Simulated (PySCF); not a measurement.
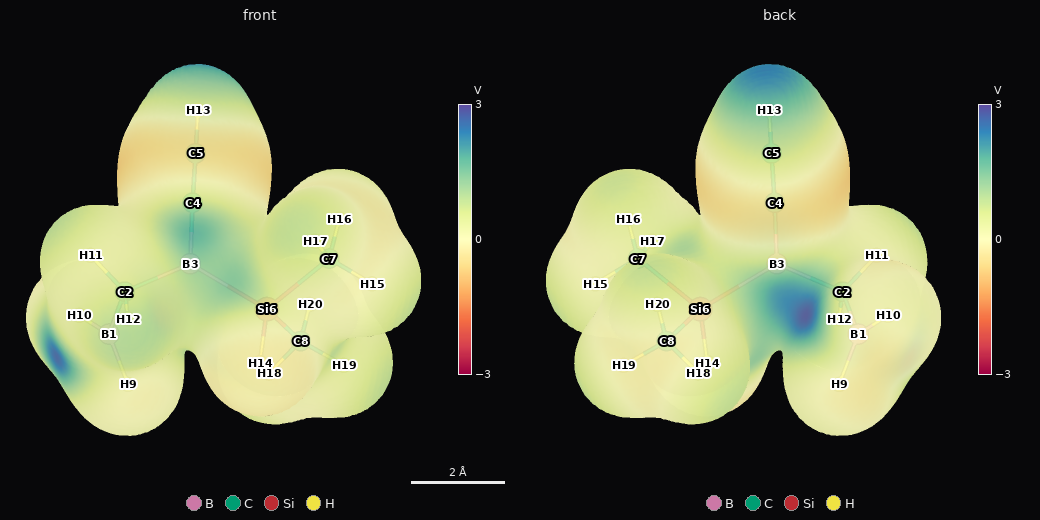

The picture shows: C5H12B2Si. The molecular electrostatic potential painted on the density surface at 0.004 e/bohr³, seen from the front and from behind; red is negative and blue positive.

Geometry: GFN2-xTB.

Level of theory: PySCF 2.14.0, PBE0/pcSseg-1, SCF density, gas phase, non-relativistic.

```
atom    x (Å)    y (Å)    z (Å)
   B   2.2868  -1.7076   0.1739
   C   2.1462  -0.4178  -0.7017
   B   0.8747   0.3260  -0.1180
   C   1.0932   1.3672   0.9375
   C   1.2433   2.2182   1.7811
  Si  -0.9535  -0.1532  -0.6809
   C  -2.0498   1.3728  -1.0382
   C  -1.8224  -1.1407   0.7103
   H   1.6577  -2.6615  -0.0812
   H   2.9965  -1.7183   1.1045
   H   3.0335   0.2107  -0.6332
   H   1.9651  -0.6830  -1.7430
   H   1.3798   2.9566   2.5181
   H  -1.0374  -0.9982  -1.8991
   H  -3.0677   1.0842  -1.2813
   H  -2.0913   2.0326  -0.1760
   H  -1.6656   1.9522  -1.8724
   H  -1.2939  -2.0656   0.9217
   H  -2.8428  -1.3967   0.4424
   H  -1.8575  -0.5672   1.6326
```

Which sites attract a positive test charge, and which a negative one?

Answer. A positive charge is drawn to the negative regions and a negative charge to the positive ones. The most negative region (about −0.7 V) lies over C4 and C5, the most positive (about +2.5 V) over B1 and H13.
